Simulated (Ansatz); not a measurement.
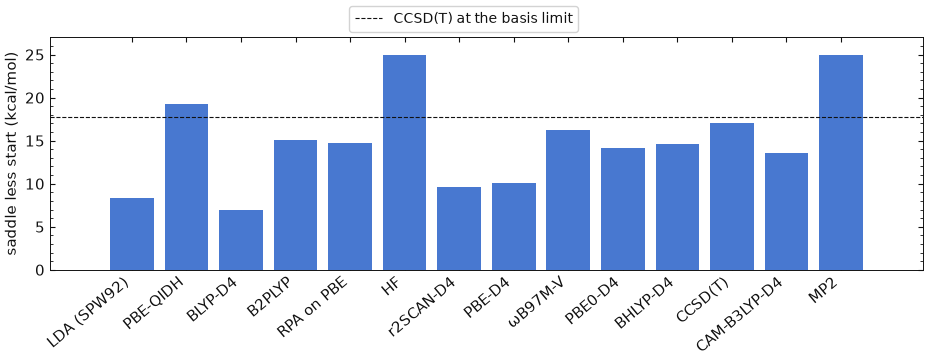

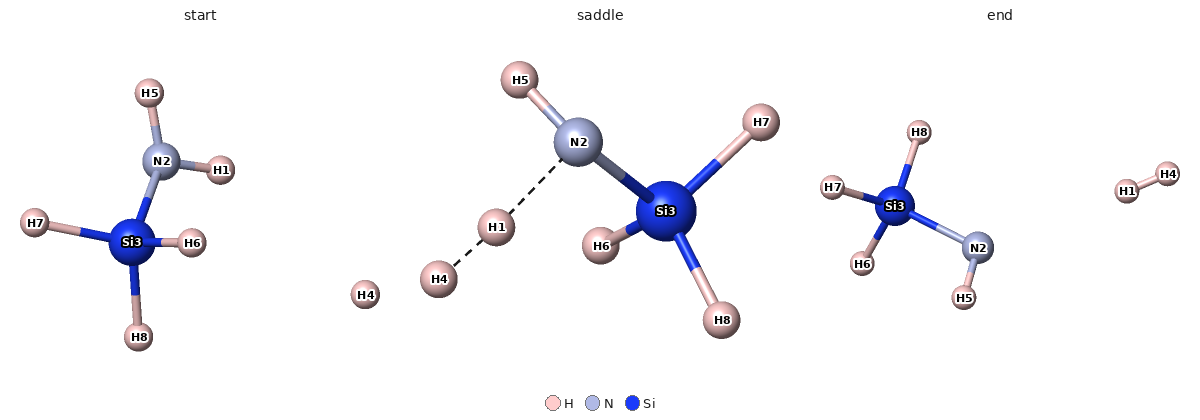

Height of the saddle over the start in one step of SiNH₆, doublet at several levels. In the step H1–H4 (2.91 → 0.86 → 0.75 Å) forms; H1–N2 (1.01 → 1.38 → 2.69 Å) breaks (lengths at start, saddle and end; changes of bond order aren't listed). Electronic energies at PBE0-D4/def2-TZVP geometries, energies in def2-TZVPP, the Ansatz code; cores frozen in correlated methods, no zero-point terms. Start and end are the structures at the ends of the path (complexes, where there are several molecules). The line is the MP2 basis limit plus CCSD(T) less MP2 in triple zeta. PBE-QIDH, B2PLYP and RPA on PBE hold a correlation term that converges slowly with the basis, so part of the distance to the limit is basis error. No dispersion term is added to PBE-QIDH and B2PLYP. The distance of CCSD(T) and MP2 to the limit includes basis error. The limit lies 0.8 kcal/mol from CCSD(T) in triple zeta, so the line itself is uncertain by a part of that.

Question: What range do the values span, the line included?

Answer: From 7.0 kcal/mol (BLYP-D4) to 25.0 kcal/mol (HF).

Question: Which level comes closest to the line (CCSD(T) at the basis limit), and which misses most?

Answer: Closest CCSD(T) (17.0 kcal/mol), against 17.8 kcal/mol; farthest BLYP-D4 (7.0 kcal/mol).
